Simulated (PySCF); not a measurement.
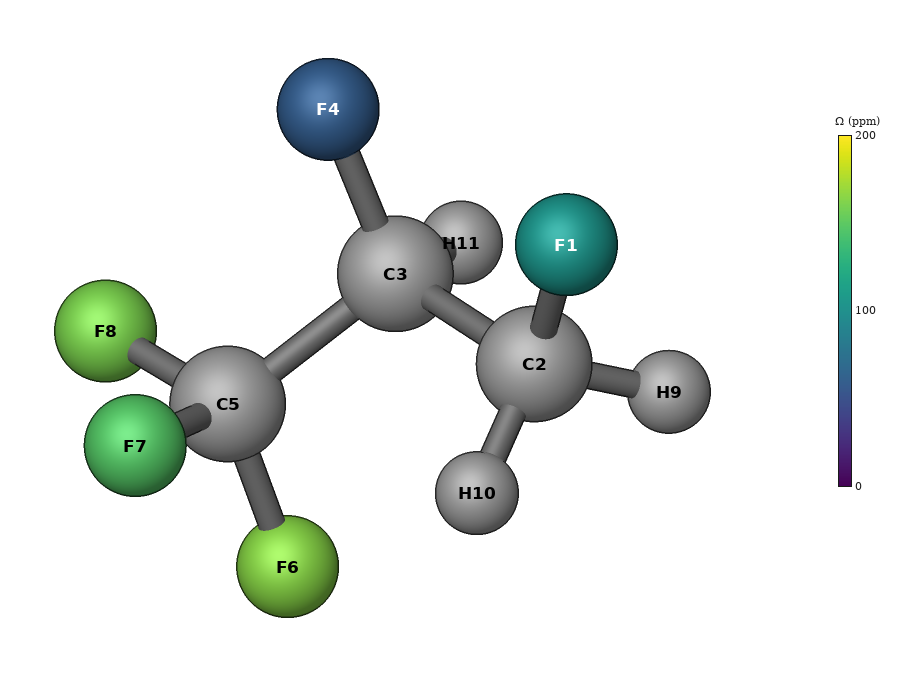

The F atoms are coloured by the span of their shielding tensor. Geometry: an image of a reaction path computed with GFN2-xTB, not a minimum. Properties computed with GIAO PBE0/pcSseg-1 NMR shielding, non-relativistic, gas phase (PySCF 2.14.0). Principal shieldings σ11 ≤ σ22 ≤ σ33, span Ω = σ33 − σ11, skew κ = 3(σiso − σ22)/Ω.

Give the shielding tensors of the F atoms.

```tsv
atom	σ11	σ22	σ33	σiso	Ω	κ
F1	390.9	442.1	495.3	442.8	104.5	0.02
F4	395.2	408.2	454.5	419.3	59.3	0.56
F6	181.5	266.3	345.9	264.6	164.4	−0.03
F7	200.0	276.9	347.2	274.7	147.2	−0.04
F8	182.8	266.0	343.7	264.2	160.9	−0.03
```

Shieldings and span in ppm.
